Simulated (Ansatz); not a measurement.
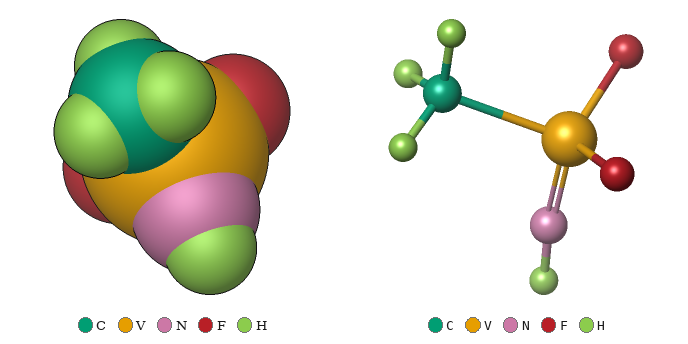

The same structure drawn twice, from different directions.

The species is neutral and a spin singlet.

Count the atoms of each element.

CH4F2NV, 9 atoms: 1 carbon, 4 hydrogen, 2 fluorine, 1 nitrogen and 1 vanadium.

How many atoms are distinct by symmetry?

7: 1 C, 1 V, 1 N, 2 F, 2 H, 1 H, 1 H.

How many bonds of each kind are drawn?

3 C–H, 2 F–V, 1 C–V, 1 N–V, 1 N–H.

Give the symmetry (Schoenflies symbol).

Cs.

The parts below concern this one geometry. Atoms keep their numbers from picture to picture. Computed geometry: PBE0-D4/def2-TZVP optimisation.

Shape

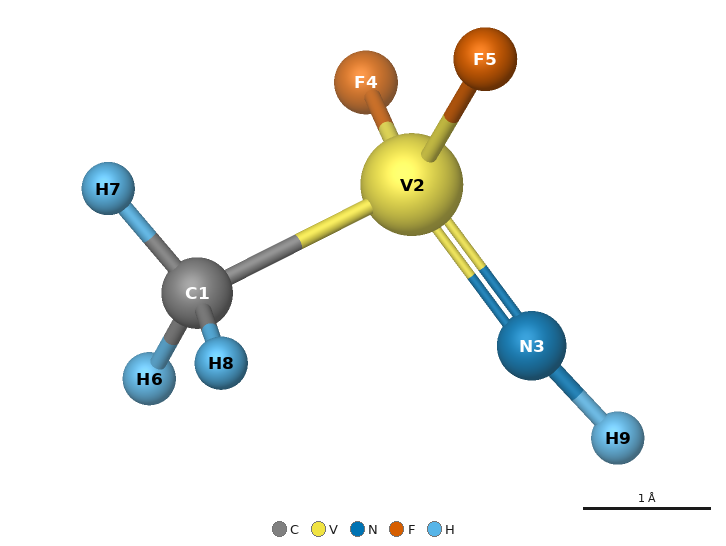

Give the bond lengths.

```csv
bond,length (Å)
C1–V2,1.995
C1–H6,1.091
C1–H7,1.095
C1–H8,1.091
V2–N3,1.599
V2–F4,1.733
V2–F5,1.733
N3–H9,1.011
```

Electronic properties

Level of theory: RKS PBE0-D4/def2-QZVPP (Ansatz 0.2.0).

What is the dispersion correction?

−13.6 kJ/mol.

Give the HOMO energy (Kohn–Sham orbital) at this level.

−8.84 eV.

Give the HOMO–LUMO gap at this level.

6.10 eV.

Thermal motion

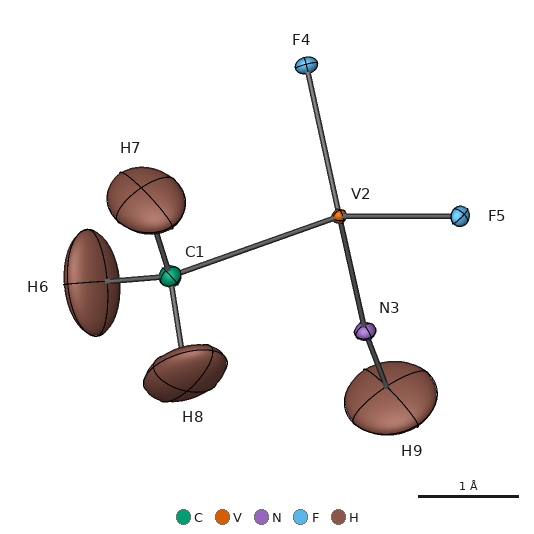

Displacement ellipsoids at the 50 % level, enlarged 1.5 times, from the internal vibrations of the free molecule (harmonic, no overall translation or rotation; no half-axis is drawn under 0.075 Å). Vibrations computed with RKS PBE0-D4/def2-TZVP (Ansatz 0.2.0). Temperature: 0 K (zero-point motion alone).

Which atom has the largest mean-square displacement?

H9, with U_eq = 0.0315 Å².

Does H9 move more along its bond or across it?

Across it: the root-mean-square amplitude is 0.076 Å along the bond and up to 0.222 Å across, since bending and torsion are softer than stretching.

List U_eq and the three principal root-mean-square amplitudes for each kind of atom.

```json
{"atom": "C1", "U_eq (Å²)": "0.0024", "rms amplitudes (Å)": "0.044, 0.049, 0.054"}
{"atom": "V2", "U_eq (Å²)": "0.00048", "rms amplitudes (Å)": "0.020, 0.021, 0.024"}
{"atom": "N3", "U_eq (Å²)": "0.0019", "rms amplitudes (Å)": "0.036, 0.047, 0.048"}
{"atom": "F4, F5", "U_eq (Å²)": "0.0018", "rms amplitudes (Å)": "0.036, 0.041, 0.049"}
{"atom": "H6, H8", "U_eq (Å²)": "0.0288", "rms amplitudes (Å)": "0.087, 0.160, 0.231"}
{"atom": "H7", "U_eq (Å²)": "0.0257", "rms amplitudes (Å)": "0.083, 0.155, 0.214"}
{"atom": "H9", "U_eq (Å²)": "0.0315", "rms amplitudes (Å)": "0.076, 0.199, 0.222"}
```

Dipole moment

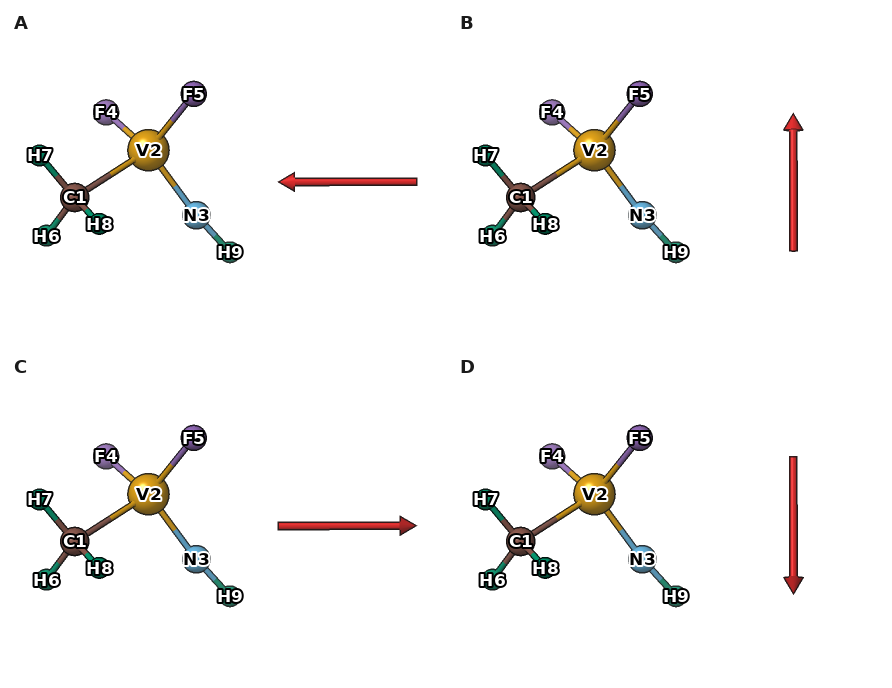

The same molecule four times, each with an arrow. Level of theory: RKS PBE0-D4/def2-TZVP (Ansatz 0.2.0).

Which arrow points along the dipole moment, from the negative to the positive end?

D. The dipole moment is 2.25 D; it points from the side of F4, F5 to the side of H6, H9 (the outermost atoms at the two ends).

Charges

The questions are on Mulliken charges. Level of theory: RKS PBE-D4/def2-TZVPP (Ansatz 0.2.0).

Give the Mulliken charges atom by atom.

```json
{"atom": "C1", "value (e)": "−0.46"}
{"atom": "V2", "value (e)": "1.06"}
{"atom": "N3", "value (e)": "−0.54"}
{"atom": "F4", "value (e)": "−0.31"}
{"atom": "F5", "value (e)": "−0.31"}
{"atom": "H6", "value (e)": "0.13"}
{"atom": "H7", "value (e)": "0.12"}
{"atom": "H8", "value (e)": "0.13"}
{"atom": "H9", "value (e)": "0.19"}
```

Mulliken values depend strongly on the basis set and can even reverse the polarity of a bond.
